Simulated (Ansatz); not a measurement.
Electronic density of states of amorphous Si$_{15}$B$_{15}$N$_{35}$, density 2.20 g/cm³, on a 2×2×2 Γ-centred mesh with a Gaussian width of 0.1 eV; energies count from the Fermi level, whose place inside the gap is arbitrary. Cell and mesh are small, so fine structure isn't converged. All values below come from PBE, scalar-relativistic without spin-orbit coupling (plane waves to 420 eV, PAW; Ansatz, a program for electronic structure). Sampling: a 2×2×2 Γ-centred mesh; Fermi-Dirac width 0.02 eV; no spin polarisation. At PBE the levels at the filled edge of the gap are localised (band-tail or defect states), and the nearest spread-out levels lie 3.1 eV apart at the zone centre.

Preparation: random packing, a CHGNet melt and quench, and a DFT relaxation. N atoms were pushed apart under 1.9 Å during the dynamics, to hinder bonds among them. The hot cell started wider than the set density and was brought back towards it in steps. It is the lowest in DFT energy of 2 quenches. It is a model cell: composition and starting density were chosen by hand, and all elements were melted together. No dispersion term was used. Its density started from a set value of 2.20 and ended at 2.20 g/cm³. Cooling (nominally 630 K/ps over its main leg) ran many orders faster than in experiment, which tends to leave more defects and strain. A cell of this size samples the disorder only roughly. The volume was held where the preparation left it and the shape relaxed, at a PBE pressure of 0.8 GPa. Stress components on the final sampling reach 0.8 GPa. On a 2×2×2 Γ-centred mesh force components of up to 0.12 eV/Å stay, since the relaxation ran on the zone centre alone.

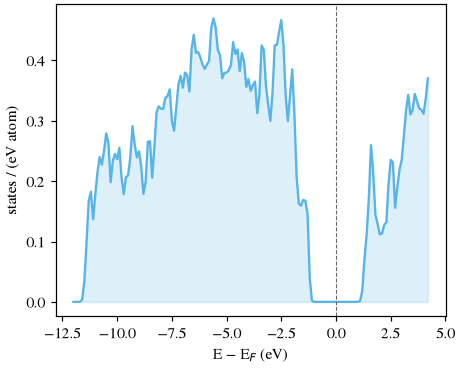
*Density of states per atom*

The level gap on this mesh is 2.57 eV; the broadening fills part of it in the curve.
